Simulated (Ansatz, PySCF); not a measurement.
CH3Cl (SMILES CCl) and H2 (SMILES [H][H]) are pulled apart as rigid monomers along the line of their centres of mass, from the B3LYP-D3(BJ)/def2-TZVP minimum. Starting geometry (charge 0, multiplicity 1):
```xyz
7

C     -0.26932     1.08040    -0.42773
Cl    -0.15217    -0.70344    -0.26955
H     -1.19973     1.31737    -0.93469
H     -0.25586     1.51169     0.56865
H      0.58094     1.42793    -1.00661
H     -0.09568     0.40654     3.24898
H     -0.08861    -0.04939     2.65979
```

Interaction energies with rigid monomers; basis-set methods are counterpoise corrected unless marked otherwise.

Rows in 6-31G* carry no dispersion term and start afresh at each structure (6-31G* with six Cartesian d functions). MP2/6-31G* freezes PySCF's default core.

The values were computed with Ansatz (Gaussian basis) for Hartree–Fock, density functionals and correlated methods; PySCF for 6-31G* rows, the dispersion terms. 

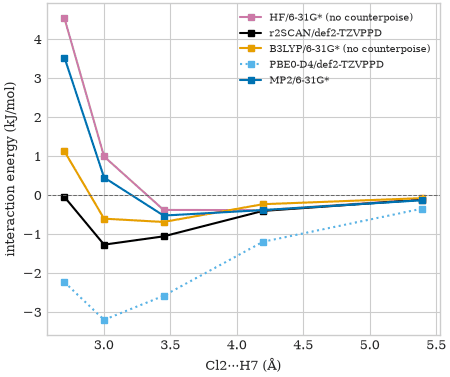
Interaction energy against separation

### Question
Which level binds most strongly at Cl2···H7 = 3.00, and by how much?

### Answer
PBE0-D4/def2-TZVPPD, -3 kJ/mol.

Ansatz is a quantum-chemistry and plane-wave program.
